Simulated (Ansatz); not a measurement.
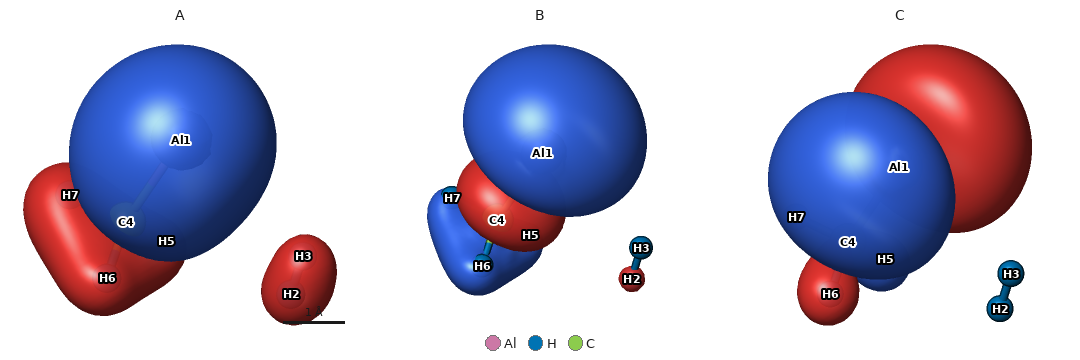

Figure. CH3Al···H2. Three frontier orbitals at ±0.08 Å⁻³ᐟ² (blue and red are the two phases), in no order.

Computed with Ansatz 0.2.0, RKS PBE-D4/cc-pVDZ.

```yaml
atoms:
  - { symbol: Al, position_ang: [0.3840, 0.0471, -1.6726] }
  - { symbol: H, position_ang: [0.6900, -0.0326, 1.4138] }
  - { symbol: H, position_ang: [1.3251, -0.0132, 0.9729] }
  - { symbol: C, position_ang: [-1.5193, 0.0059, -0.9808] }
  - { symbol: H, position_ang: [-1.7399, -0.9098, -0.3842] }
  - { symbol: H, position_ang: [-1.7601, 0.8804, -0.3325] }
  - { symbol: H, position_ang: [-2.2463, 0.0221, -1.8262] }
```

**Order the three orbitals by energy and name them.**

A is the HOMO−1 (−8.14 eV). Its weight (Hirshfeld) is mainly on Al1 (about 50 %) and C4 (about 35 %). B is the HOMO (−4.54 eV). Its weight (Hirshfeld) is mainly on Al1 (about 65 %) and C4 (about 25 %). C is the LUMO (−2.07 eV). It lies mainly on Al1 (about 90 %).

**What is the HOMO–LUMO gap?**

2.47 eV between the orbital energies.
